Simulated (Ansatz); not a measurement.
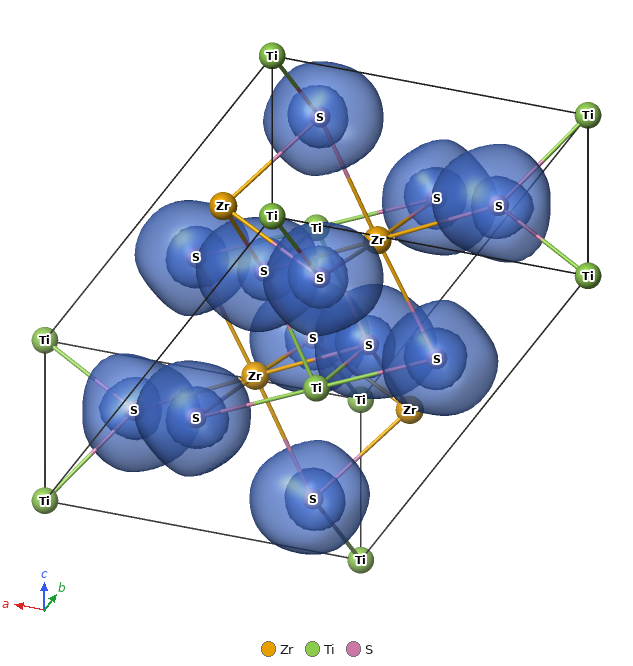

*Zr2TiS4. Isosurface of the ELF at 0.75 (blue), seen at an oblique angle. Only the valence region is drawn (cores and ρ < 0.01 e/Å³ removed). Sticks mark near contacts.*

Space group Pbam; a generated structure, not necessarily the stable one; changed on purpose from its base cell (volume × 1.06, shape and atoms relaxed); computed pressure about −4 GPa in this cell; computed without spin polarisation.

All numbers below come from Ansatz 0.2.0, DFT PBE, scalar-relativistic, plane waves, PAW.

Core electrons are frozen (PAW), and the valence fields are smoothed inside the atomic spheres.

Input file:

```
crystal:
  lattice:
    - [6.5574411141, 0.0, 0.0]
    - [0.0, 12.1703632155, 0.0]
    - [0.0, 0.0, 3.5564235113]
  atoms:
    - { symbol: Zr, position: [0.9813444145, 0.7581840367, 0.5] }
    - { symbol: Zr, position: [0.0186555855, 0.2418159633, 0.5] }
    - { symbol: Zr, position: [0.4813444145, 0.7418159633, 0.5] }
    - { symbol: Zr, position: [0.5186555855, 0.2581840367, 0.5] }
    - { symbol: Ti, position: [0.5, 0.5, 0.0] }
    - { symbol: Ti, position: [0.0, 0.0, 0.0] }
    - { symbol: S, position: [0.2316482747, 0.6579793422, 0.0] }
    - { symbol: S, position: [0.7683517253, 0.3420206578, 0.0] }
    - { symbol: S, position: [0.2716174928, 0.4189545191, 0.5] }
    - { symbol: S, position: [0.7283825072, 0.5810454809, 0.5] }
    - { symbol: S, position: [0.7316482747, 0.8420206578, 0.0] }
    - { symbol: S, position: [0.2683517253, 0.1579793422, 0.0] }
    - { symbol: S, position: [0.2283825072, 0.9189545191, 0.5] }
    - { symbol: S, position: [0.7716174928, 0.0810454809, 0.5] }
basis:
  ecutwfc: 420
kpoints:
  mp_grid: { grid: [6, 4, 10] }
hamiltonian:
  xc: pbe
scf:
  occupations: { method: gaussian, width: 0.1 }
output:
  forces: true
  stress: true
  eigenvalues: true
  write_density: true
  write_potential: true
  elf: true
  volumetric_format: npy
relax:
  adjacent_minimum: "off"
  f_tol: 0.01
  max_steps: 30
  cell: { stress_tol: 0.1, fix: [volume] }
```

Launched as:

```sh
ansatz run input.yaml --threads 1 --pin off --max-ram 2560MiB --backend cpu --events-out ev --progress --plain --runs-dir out
```

Below, planes, directions and counts refer to the conventional cell (a = 6.56 Å, b = 12.17 Å, c = 3.55 Å, α = 90.00°, β = 90.00°, γ = 90.00°).

The fields are those of the relaxed geometry.

Where are the electrons localised?

Answer. The ELF exceeds this value in eight regions wrapped around S (the valence shell of each), counted in one cell of 14 atoms. Regions shared between cells count once. Along the contacts the grid gives the following. Ti–S (2.51 Å): the ELF peaks at about 0.85 in the valence shell of S, 0.8 Å from its nucleus, and is about 0.45 at the midpoint. Zr–S (2.52 Å): the ELF peaks at about 0.85 in the valence shell of S, 0.8 Å from its nucleus, and is about 0.35 at the midpoint.
